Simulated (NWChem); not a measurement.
# CF3 (trifluoromethyl radical) at 4 levels

Aim: a comparison of 4 runs (UHF/STO-3G, UHF/3-21G, UB3LYP/6-31G*) of CF3 (trifluoromethyl radical). 

Program for the calculation: NWChem 7.3.0.

## (1) Starting point

CF3: 4 atoms, total charge 0, spin state doublet. SMILES: `F[C](F)F`. One bond was lengthened or shortened from a relaxed shape.

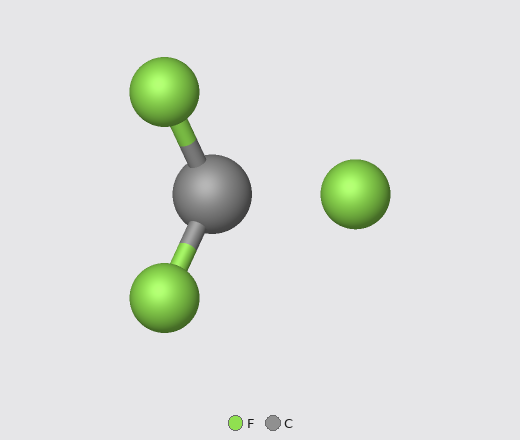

The structure, seen from a chosen angle (fluorine green, carbon grey).

## (2) A single-point energy at UHF/STO-3G (run 1)

sp.nw

```
start sp
title "CF3"
memory 2200 mb
geometry units angstroms noautosym nocenter noautoz
  F       -1.405656       0.037557       0.348194
  C       -0.039500      -0.059500      -0.286700
  F        0.658900      -1.044900       0.227300
  F        0.608100       1.079500      -0.205900
end
basis "ao basis" spherical bse
  F library STO-3G
  C library STO-3G
end
scf
  doublet
  uhf
  thresh 1e-08
  maxiter 80
  noprint "final vectors analysis"
end
task scf energy
```

On the command line:

```sh
nwchem sp.nw > sp.out
```

The log of the run:

```text
[...]
  functions       =    20
[...]
  wavefunction    = UHF
[...]
         Total SCF energy =   -331.458678901308
      One electron energy =   -702.305465772775
      Two electron energy =    251.888041891151
 Nuclear repulsion energy =    118.958744980316
                       Sz =      0.5000
                 Sz(Sz+1) =      0.7500
                      S^2 =      0.7566
[...]
```

It took 1.3 s on 1 thread of AMD EPYC 7R43 (Zen 3), shared host; peak memory 0.096 GiB.

## (3) The energy at UHF/3-21G (run 2)

run.py

```python
from ase import Atoms
from ase.calculators.nwchem import NWChem

system = Atoms(['F', 'C', 'F', 'F'], positions=[
    [-1.405656, 0.037557, 0.348194],
    [-0.039500, -0.059500, -0.286700],
    [0.658900, -1.044900, 0.227300],
    [0.608100, 1.079500, -0.205900],
])

calc = NWChem(
    label='cf3',
    theory='scf',
    memory='2200 mb',
    basis='3-21G',
    basispar='spherical bse',
    scf={'nopen': '1', 'uhf': None, 'thresh': '1e-08', 'maxiter': '80'},
    task='energy',
)
system.calc = calc

print(f"energy = {system.get_potential_energy():.6f} eV")
```

On the command line:

```sh
export ASE_NWCHEM_COMMAND="nwchem PREFIX.nwi > PREFIX.nwo"
python run.py
```

The log of the run:

```text
energy = -9096.564480 eV
```

The calculator wrote cf3.nwi:

```
title "cf3"

permanent_dir cf3

scratch_dir cf3

start cf3

geometry units angstrom nocenter noautosym noautoz
  F  -1.4056560000000000e+00 3.7557000000000000e-02 3.4819400000000000e-01
  C  -3.9500000000000000e-02 -5.9499999999999997e-02 -2.8670000000000001e-01
  F  6.5890000000000004e-01 -1.0448999999999999e+00 2.2730000000000000e-01
  F  6.0809999999999997e-01 1.0794999999999999e+00 -2.0590000000000000e-01
end

memory 2200 mb

basis spherical bse noprint
   * library 3-21G
end

scf
  nopen 1
  uhf
  thresh 1e-08
  maxiter 80
end

task scf energy
```

cf3.nwo:

```text
Northwest Computational Chemistry Package (NWChem) 7.3.0
             --------------------------------------------------------

           Job information
           ---------------

    nwchem branch   = 7.3.0
    use scalapack   = T
    input           = cf3.nwi
    prefix          = cf3.
    data base       = cf3/cf3.db
    status          = startup
    nproc           =        1

           Memory information
           ------------------

[... 5 lines left out ...]
    hardfail = no
[... 107 lines left out ...]
 1-e energy   =    -703.589529
[... 9 lines left out ...]
 Convergence threshold     :          1.000E-08
[... 17 lines left out ...]
      One electron energy =   -702.165867881777
[... 9 lines left out ...]
          Final alpha eigenvalues
[... 236 lines left out ...]
                     UHF Final Beta Molecular Orbital Analysis
[... 220 lines left out ...]
       Multipole analysis of the density wrt the origin
       ------------------------------------------------

     L   x y z        total         alpha         beta         nuclear
     -   - - -        -----         -----         ----         -------
     0   0 0 0     -0.000000    -17.000000    -16.000000     33.000000

     1   1 0 0      0.252043      1.666271      1.391834     -2.806062
[... 8 lines of this table left out ...]
     2   0 0 2    -13.918796    -12.443327    -10.156275      8.680807

 Task  times  cpu:        0.8s     wall:        0.8s
 Total times  cpu:        0.8s     wall:        0.8s
```

Run time: 2.2 s. Hardware: 1 thread of AMD EPYC 7R43 (Zen 3), shared host; peak memory 0.096 GiB.

Run 3 isn't shown in full; the table further down has it.

## (4) A single-point energy at UB3LYP/6-31G(d) (Cartesian functions) (run 4)

calc.nw

```
START calc
memory 2200 mb

GEOMETRY units bohr noautosym nocenter noautoz
 F     -2.65630487     0.07097244     0.65799130
 C     -0.07464418    -0.11243870    -0.54178448
 F      1.24514054    -1.97457483     0.42953475
 F      1.14914246     2.03995935    -0.38909461
END

BASIS
 * library 6-31G*
END

DFT
 xc b3lyp
 mult 2
 grid xfine
 convergence energy 1e-08
 iterations 100
 mulliken
END

TASK dft
```

On the command line:

```sh
nwchem calc.nw > calc.out
```

The log of the run:

```text
[...]
          Wavefunction type:  spin polarized.
          No. of atoms     :     4
          No. of electrons :    33
[...]
          Charge           :     0
          Spin multiplicity:     2
[...]
          AO basis - number of functions:    60
[...]
              XC Information
              --------------
                         B3LYP Method XC Potential
                     Hartree-Fock (Exact) Exchange  0.200
                        Slater Exchange Functional  0.800 local
                    Becke 1988 Exchange Functional  0.720 non-local
              Lee-Yang-Parr Correlation Functional  0.810
                  VWN I RPA Correlation Functional  0.190 local
[...]
 d= 0,ls=0.0,diis     1   -337.3578850278 -4.56D+02  1.66D-02  3.96D-01     1.4
[...]
 d= 0,ls=0.0,diis    11   -337.5343237887 -5.21D-09  2.30D-07  4.38D-10    13.7
[...]
         Total DFT energy =     -337.534323788693
      One electron energy =     -705.104574273632
           Coulomb energy =      285.333776601459
    Exchange-Corr. energy =      -36.722262461450
 Nuclear repulsion energy =      118.958736344931
[...]
      Total Density - Mulliken Population Analysis
     ---------------------------------------------
    Atom       Charge   Shell Charges
 -----------   ------   -------------------------------------------------------
    1 F    9     9.30   1.99  0.96  3.26  0.99  2.06  0.05
    2 C    6     5.32   1.99  0.73  1.67  0.39  0.46  0.08
    3 F    9     9.19   1.99  0.96  3.31  0.93  1.93  0.07
    4 F    9     9.19   1.99  0.96  3.31  0.93  1.93  0.07
[...]
      <S2> =      0.7518 (Exact =     0.7500)
[...]
```

It took 15 s on 1 thread of AMD EPYC 7R43 (Zen 3), shared host; peak memory 0.11 GiB.

## (5) Overview of the runs

```
run                                level  iteration cap  module  energy (Eh)  dipole moment (D)   ⟨S²⟩  wall time
  1                           UHF/STO-3G             80     scf  -331.458679               0.56  0.757      1.3 s
  2                            UHF/3-21G             80     scf  -334.292581               1.17  0.755      2.2 s
  3  UB3LYP/6-31G* (spherical functions)            100     dft  -337.530622               0.95  0.752       14 s
  4  UB3LYP/6-31G* (Cartesian functions)            100     dft  -337.534324               0.95  0.752       15 s
```

## (6) Outcome

```
                                 quantity          value
                      run 4: total energy  -337.53432 Eh
                     run 4: dipole moment         0.95 D
run 4: HOMO energy (highest over α and β)       -7.64 eV
 run 4: LUMO energy (lowest over α and β)       -2.93 eV
                              run 4: ⟨S²⟩          0.752
```

**Reading.** The dipole moment (its size) runs from 0.56 D (UHF/STO-3G) to 1.17 D (UHF/3-21G). In run 1 the basis is minimal, so the values are rough. All runs together took 32 s, the longest 15 s.
